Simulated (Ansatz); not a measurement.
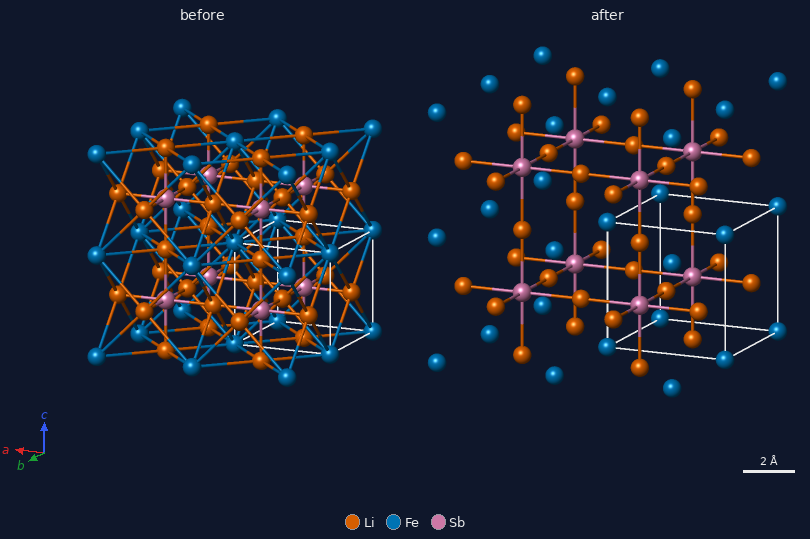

The structure of a crystal of Li3FeSb (built on the cubic perovskite type) (coarse preliminary run) before (left) and after (right) a relaxation, at one scale.

The picture is a ball-and-stick view of the cell of the calculation, repeated 2 × 2 × 2 with one cell outlined, seen from a free direction.

Case: cubic perovskite type (Pm-3m, No. 221).

The calculation used DFT PBE, scalar-relativistic, plane waves, PAW in Ansatz. Set-up: plane-wave cutoff 420 eV; k-point mesh 4 × 4 × 4; occupations gaussian; smearing width 0.1 eV; collinear spin; cell and atoms relaxed; force threshold 0.04 eV/Å; at most 70 steps.

What changed between the two?

The atoms keep their places relative to the cell (all moves are under 0.005 Å). Cell: a = b = c 4.145 → 5.116 Å (+23.4 %). Volume +88.1 %. Some distances before and after: Fe–Li 2.931 → 3.618 Å, Li–Sb 2.072 → 2.558 Å. The space group stays Pm-3m (No. 221). The energy falls by 765 meV per atom in 6 accepted moves (8 points after the start). All forces vanish by symmetry, so only the cell relaxes. Pressure: 29.84 GPa at the start and 0.18 GPa at the end. The SCF was repeated twice at an unchanged geometry on a basis and grid sized afresh for the cell, which shifted the energy by 57.3 meV per atom at most. The run may lie on a higher electronic state than the lowest, so the end point isn't shown to be the ground-state structure.

Limits of the set-up: the k-point mesh is coarse for a cell with partly filled bands.
